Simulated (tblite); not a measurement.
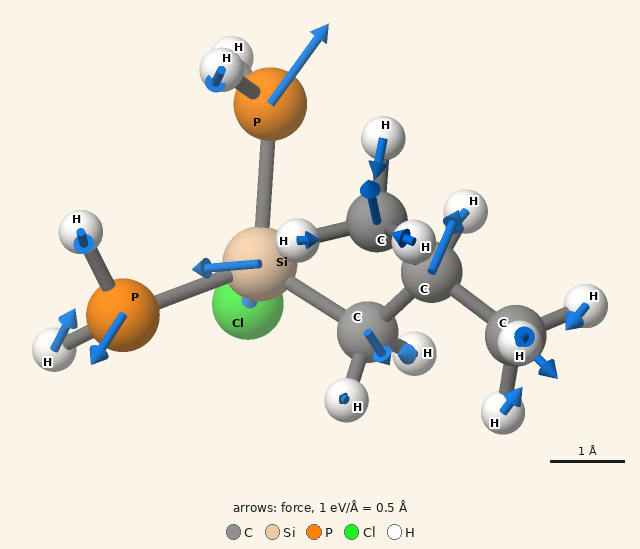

Starting geometry of C4H13ClP2Si with the computed forces as blue arrows. A ball-and-stick model, seen at a tilt.

These are results of tblite, GFN2-xTB geometry optimisation, gas phase, not measurements. 

Question: What follows when this structure is relaxed?

Answer: It isn't relaxed: the largest force vector, on a P atom, is 2.70 eV/Å. The final displacements have little in common with the starting forces (cosine between the two patterns 0.25). An H atom moves most after the best rigid fit: 1.74 Å. Largest moves by element: H 1.74 Å, P 0.66 Å, C 0.63 Å, Cl 0.24 Å, Si 0.12 Å. Among the contacts that change: P–Si 2.172 → 2.274 Å, H–P 1.443 → 1.386 Å, P–Si 2.225 → 2.282 Å, C–Si 1.858 → 1.915 Å. Bond angles that change, for instance: H–P–H 112.0° → 92.5°, H–P–H 109.2° → 92.2°, Si–P–H 110.7° → 94.6°. Groups turn about C–C by about 60°, C–C by about 60°. The energy falls by 1.825 eV in 122 geometry steps.
